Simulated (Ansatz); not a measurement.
**Two runs on CH₃F₂In**

System: CH₃F₂In.
Method of run A: RKS CAM-B3LYP-D4/def2-SVP (Ansatz 0.2.0).

Text and figures count atoms from 1; the logs count them from 0 in places.

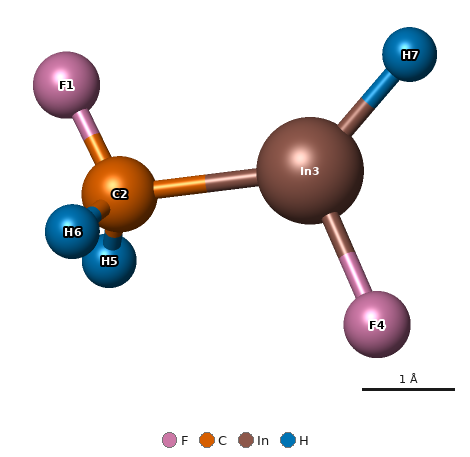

Fig. 1: The structure as given in the input (ball-and-stick view, seen at a tilt; atoms are numbered from 1 in the order of the input). Sticks mark near contacts. Bond lengths as drawn: C–F 1.38 Å, C–H 1.10 Å, C–In 2.15 Å, F–In 1.95 Å and H–In 1.69 Å.

### Input file, run A
```yaml
crystal:
  periodic: [false, false, false]
  atoms:
    - { symbol: F, position_ang: [0.739554, 1.641349, 0.942352] }
    - { symbol: C, position_ang: [-0.251855, 0.724071, 0.670042] }
    - { symbol: In, position_ang: [0.461927, -0.822594, -0.641796] }
    - { symbol: F, position_ang: [-0.929674, -2.168008, -0.870144] }
    - { symbol: H, position_ang: [-1.109091, 1.236623, 0.203228] }
    - { symbol: H, position_ang: [-0.605387, 0.273919, 1.612305] }
    - { symbol: H, position_ang: [1.934201, -1.332092, -1.294647] }
basis:
  gaussian: { orbitals: def2-SVP }
hamiltonian:
  xc: { name: CAM-B3LYP }
  dispersion: d4
output:
  forces: true
```

Launched with:
```bash
ansatz run input.yaml --threads 1 --pin off --max-ram 2560MiB --backend cpu --events-out ev --progress --plain --runs-dir out
```

Hardware: 1 thread of Intel Xeon Gold (Sapphire Rapids), 64 GiB of memory available, shared host.

### Output (run A)
```
Engine: ansatz 0.2.0, x86_64-unknown-linux-gnu
Functional definition: CAM-B3LYP
  parameter alpha = 0.19
  parameter beta = 0.46
  parameter omega = 0.33/bohr
  parameter ac = 0.81
  exchange = (1 - alpha - beta)*b88_x + beta*b88_x_sr(omega) + alpha*exact_x + beta*exact_x_lr(omega)
  correlation = (1 - ac)*vwn5_c + ac*lyp_c
896 factors; integrals over basis functions are off by at most 1.3e-3 eV
244 factors; integrals over basis functions are off by at most 7.7e-6 eV
mean field evaluation 1: about -11681.2487 eV, gradient 4.7e1 eV
mean field evaluation 2: about -11676.3700 eV, gradient 7.5e1 eV
mean field evaluation 4: about -11685.3315 eV, gradient 2.5e0 eV
mean field evaluation 8: about -11685.4286 eV, gradient 7.5e-2 eV
mean field evaluation 16: about -11685.4287 eV, gradient 3.2e-5 eV
mean field -11685.42867418 eV, -429.4315831079 hartree, gradient 3.2e-5 eV, S^2 0.000000; 0 other end points of the search recorded, 0 dependent functions left out
the calculation of the forces begins
reference -11685.42879625 eV, -429.4315875940 hartree; 24, 24 occupied and 59, 59 virtual orbitals, 896 factors
Total energy: -11685.51672470 eV, -429.4348189050 hartree
Atom 0 at     0.739554     1.641349     0.942352 Å, force     0.024512     0.032991     0.022129 eV/Å
Atom 1 at    -0.251855     0.724071     0.670042 Å, force    -0.143868     0.232104    -0.053748 eV/Å
Atom 2 at     0.461927    -0.822594    -0.641796 Å, force     0.292612     0.008392     0.340804 eV/Å
Atom 3 at    -0.929674    -2.168008    -0.870144 Å, force    -0.357345    -0.274155    -0.131835 eV/Å
Atom 4 at    -1.109091     1.236623     0.203228 Å, force    -0.016358     0.038517     0.060461 eV/Å
Atom 5 at    -0.605387     0.273919     1.612305 Å, force     0.005011    -0.032339    -0.007371 eV/Å
Atom 6 at     1.934201    -1.332092    -1.294647 Å, force     0.195436    -0.005510    -0.230441 eV/Å
Dipole moment:     0.135625     0.277850     0.003304 e Å
```

The input of run B differs as follows (lines with − go, lines with + come):
```diff
-    - { symbol: F, position_ang: [0.739554, 1.641349, 0.942352] }
-    - { symbol: C, position_ang: [-0.251855, 0.724071, 0.670042] }
+    - { symbol: F, position_ang: [1.026106, 1.090519, 1.708497] }
+    - { symbol: C, position_ang: [-0.025191, 0.290576, 1.316947] }
-    - { symbol: F, position_ang: [-0.929674, -2.168008, -0.870144] }
-    - { symbol: H, position_ang: [-1.109091, 1.236623, 0.203228] }
-    - { symbol: H, position_ang: [-0.605387, 0.273919, 1.612305] }
-    - { symbol: H, position_ang: [1.934201, -1.332092, -1.294647] }
+    - { symbol: F, position_ang: [-0.718273, -2.520839, -0.254289] }
+    - { symbol: H, position_ang: [-0.92578, 0.91033, 1.174393] }
+    - { symbol: H, position_ang: [-0.246391, -0.441148, 2.111386] }
+    - { symbol: H, position_ang: [2.103495, -1.655131, -0.7567] }
```

Predict how the results change.

With the same method and basis, run B lies 27.6 kcal/mol higher. The largest force goes from 0.469 to 3.869 eV/Å.

### Output (run B)
```
Engine: ansatz 0.2.0, x86_64-unknown-linux-gnu
Functional definition: CAM-B3LYP
  parameter alpha = 0.19
  parameter beta = 0.46
  parameter omega = 0.33/bohr
  parameter ac = 0.81
  exchange = (1 - alpha - beta)*b88_x + beta*b88_x_sr(omega) + alpha*exact_x + beta*exact_x_lr(omega)
  correlation = (1 - ac)*vwn5_c + ac*lyp_c
896 factors; integrals over basis functions are off by at most 1.3e-3 eV
244 factors; integrals over basis functions are off by at most 9.3e-6 eV
mean field evaluation 1: about -11679.2625 eV, gradient 4.9e1 eV
mean field evaluation 2: about -11656.4339 eV, gradient 1.2e2 eV
mean field evaluation 4: about -11684.0715 eV, gradient 6.1e0 eV
mean field evaluation 8: about -11684.2324 eV, gradient 2.2e-1 eV
mean field evaluation 16: about -11684.2327 eV, gradient 1.9e-4 eV
mean field -11684.23270557 eV, -429.3876320723 hartree, gradient 2.9e-5 eV, S^2 0.000000; 0 other end points of the search recorded, 0 dependent functions left out
the calculation of the forces begins
reference -11684.23282561 eV, -429.3876364837 hartree; 24, 24 occupied and 59, 59 virtual orbitals, 896 factors
Total energy: -11684.32193924 eV, -429.3909113492 hartree
Atom 0 at     1.026106     1.090519     1.708497 Å, force    -0.274390    -0.361121    -0.249312 eV/Å
Atom 1 at    -0.025191     0.290576     1.316947 Å, force    -0.170424     0.964310    -0.704903 eV/Å
Atom 2 at     0.461927    -0.822594    -0.641796 Å, force     0.159773    -2.751203     2.715321 eV/Å
Atom 3 at    -0.718273    -2.520839    -0.254289 Å, force     0.805507     1.715503    -0.767977 eV/Å
Atom 4 at    -0.925780     0.910330     1.174393 Å, force     0.083398     0.047419     0.066314 eV/Å
Atom 5 at    -0.246391    -0.441148     2.111386 Å, force     0.204242    -0.401875    -0.366892 eV/Å
Atom 6 at     2.103495    -1.655131    -0.756700 Å, force    -0.808105     0.786968    -0.692551 eV/Å
Dipole moment:    -0.018090     0.656517    -0.419336 e Å
```

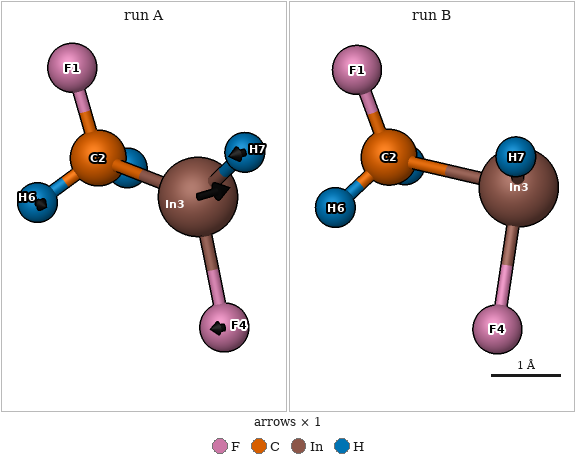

Fig. 2: The two input geometries at one scale (ball-and-stick view, seen at a tilt). The black arrows on the first give the shifts of the atoms after the best rigid fit, at true length. The atom that moves furthest after the best rigid fit is the In atom (0.56 Å). By element the largest moves are In 0.56 Å, H 0.28 Å, F 0.24 Å, C 0.05 Å. Among the contacts that change: F–In 1.949 → 2.104 Å, C–In 2.150 → 2.305 Å, H–In 1.689 → 1.844 Å.

### The two runs side by side

```csv
quantity,run A,run B
outcome,converged,converged
total energy (hartree),−429.434819,−429.390911
largest force (eV/Å),0.469,3.869
basis functions,83,83
wall time (shared host),2.1 s,2.2 s
```
